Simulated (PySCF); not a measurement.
## Run report: Cu, atomic calculation

- system: Cu, configuration 1s2 2s2 2p6 3s2 3p6 3d9 4s2, multiplicity 2.
- method: unrestricted HF, aug-cc-pwCVTZ-DK plus 1 even-tempered diffuse shell per l, spin-free X2C-1e, Gaussian nucleus (PySCF)

## Summary

| quantity | value |
| --- | --- |
| outcome | converged |
| total energy | −1653.1586 hartree |
| ⟨S²⟩ | 0.752 |
| ⟨L²⟩ | 6.02 |
| static polarisability | 55.7 bohr³ |
| C₆ of the like pair | 462 hartree bohr⁶ |
| SCF iterations | 7 |
| hardware | 1 CPU thread, shared host |
| CPU time | 2.3 min (integrals apart) |

## Remarks

This is not the ground configuration of the species.

## The input
```python
from pyscf import gto, scf, dft, mp, cc
import basis_set_exchange as bse
mol = gto.M(atom="Cu 0 0 0", charge=0, spin=1, symmetry="D2h",
            basis=gto.basis.parse(bse.get_basis("aug-cc-pwCVTZ-DK", elements=["Cu"], fmt="nwchem", augment_diffuse=1)),
            nucmod="G")
mf = scf.UHF(mol).sfx2c1e()
mf.irrep_nelec = {'Ag': (6, 5), 'B1g': (1, 1), 'B2g': (1, 1), 'B3g': (1, 1), 'B1u': (2, 2), 'B2u': (2, 2), 'B3u': (2, 2)}
mf.kernel()
```

The script is an equivalent of what the driver set up; the driver started from orbitals of its own, so the log can be shorter than this script's would be, and it computed the properties (radii, ⟨L²⟩, response) afterwards. It held the occupations shell by shell, which the script's counts by irreducible representation don't always enforce.

## The program's output (extracts)
```
damping factor = 0
level_shift factor = 0
DIIS = <class 'pyscf.scf.diis.CDIIS'>
diis_start_cycle = 1
diis_space = 10
diis_damp = 0
SCF conv_tol = 1e-09
SCF conv_tol_grad = None
number electrons alpha = 15  beta = 14
cycle= 1 E= -1653.158461354  delta_E= -0.00546  |g|= 0.0284  |ddm|= 0.0319
cycle= 2 E= -1653.1585511781  delta_E= -8.98e-05  |g|= 0.00445  |ddm|= 0.00545
cycle= 3 E= -1653.15855474288  delta_E= -3.56e-06  |g|= 0.00176  |ddm|= 0.00284
cycle= 4 E= -1653.15855517816  delta_E= -4.35e-07  |g|= 0.00048  |ddm|= 0.000863
cycle= 5 E= -1653.15855528859  delta_E= -1.1e-07  |g|= 0.00012  |ddm|= 0.000609
cycle= 6 E= -1653.15855530243  delta_E= -1.38e-08  |g|= 2.05e-05  |ddm|= 0.000288
cycle= 7 E= -1653.15855530282  delta_E= -3.91e-10  |g|= 5.79e-06  |ddm|= 5.46e-05
converged SCF energy = -1653.15855530282  <S^2> = 0.75207805  2S+1 = 2.002077
```

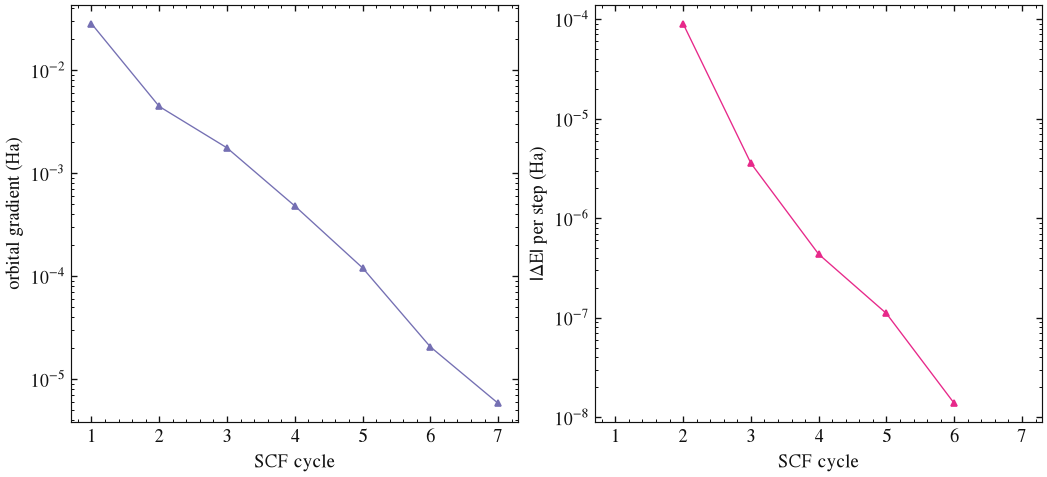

Convergence: orbital gradient and change of the energy from step to step (the smallest changes aren't drawn) against the SCF cycle. The residual falls at every step. It goes from 0.028 to 5.8×10⁻⁶ in 7 steps.

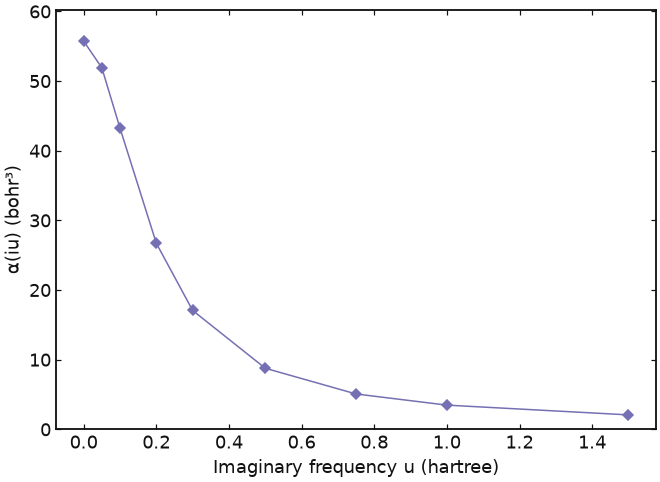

Dipole polarisability at imaginary frequency of neutral copper ([Ar] 3d⁹ 4s²). Coupled response at the HF level; PySCF, aug-cc-pwCVTZ-DK plus 1 diffuse shell for each l, spin-free X2C-1e, unrestricted single determinants, no spin-orbit coupling. The static dipole polarisability is 55.7 bohr³; α(iu) falls to half of it near u = 0.19 hartree. The Casimir–Polder integral gives C₆ = 462 hartree bohr⁶ for two such species.

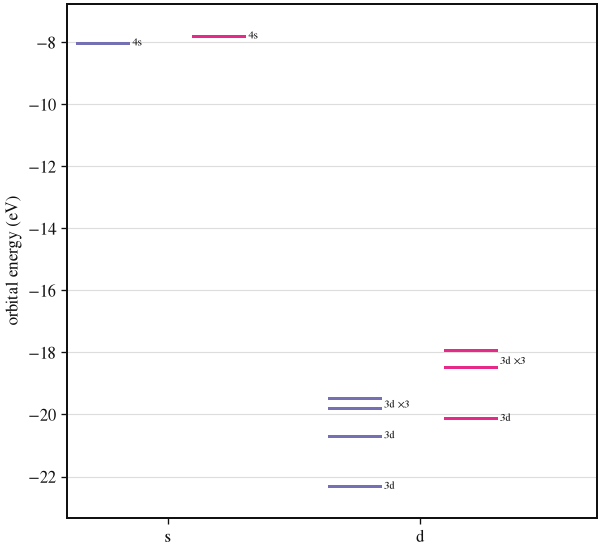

Orbital energies of the mean field, from the top down to −22.3 eV, by angular momentum, α spin at the left of each column and β at the right; ×n counts the orbitals under one label. The highest filled orbital is 4s β at −7.79 eV, the lowest empty one p α at 0.298 eV.

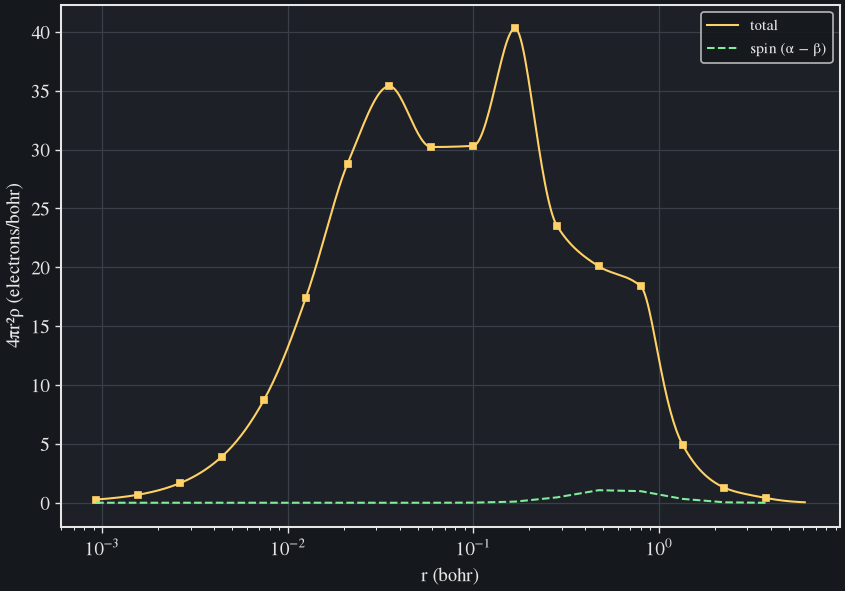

Spherically averaged radial density 4πr²ρ of the mean field and its spin part; markers are the stored points, which are sparse, and the line is a monotone interpolation between them. The largest stored value is 40.3 electrons/bohr at r = 0.17 bohr. Root-mean-square radii of the shells: 2p 0.228, 2s 0.254, 3s 0.761, 3p 0.811, 3d 1.06, 4s 3.17 bohr.
